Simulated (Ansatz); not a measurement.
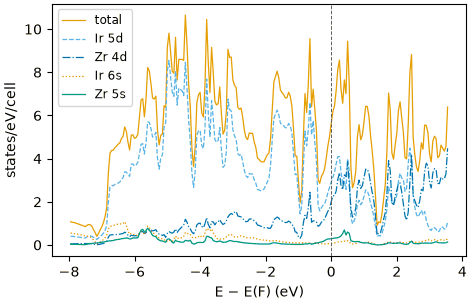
Total and projected density of states of ZrIr2 (cubic Laves (MgCu2 type), space group No. 227), plane-wave PAW LDA (Ansatz code)

Task: Which orbitals carry the states next to the Fermi level?

Result: Within 0.5 eV of the Fermi level: Ir 5d 51 %, Zr 4d 35 %, Zr 5s 5 %, outside the projected shells 6 %. Projections are on Löwdin-orthogonalised atomic valence shells; empty p or d shells of many metals are not among them.

Task: Where is the tallest occupied peak in this window, and what makes it?

Result: Near -4.4 eV, about 11 states/eV per cell; the largest projected share is Ir 5d.

Space group Fd-3m (cubic Laves (MgCu2 type)). The workflow started from an entry of the Crystallography Open Database (COD). Its standing as an ambient phase is unchecked. The LDA relaxation kept the symmetry of its start. At this level the phase is dynamically unstable (imaginary phonons). No spin polarisation was allowed. Scalar-relativistic: spin–orbit coupling is off unless named, which matters more the heavier the elements.

Potentials: the later of the program's two PAW sets.
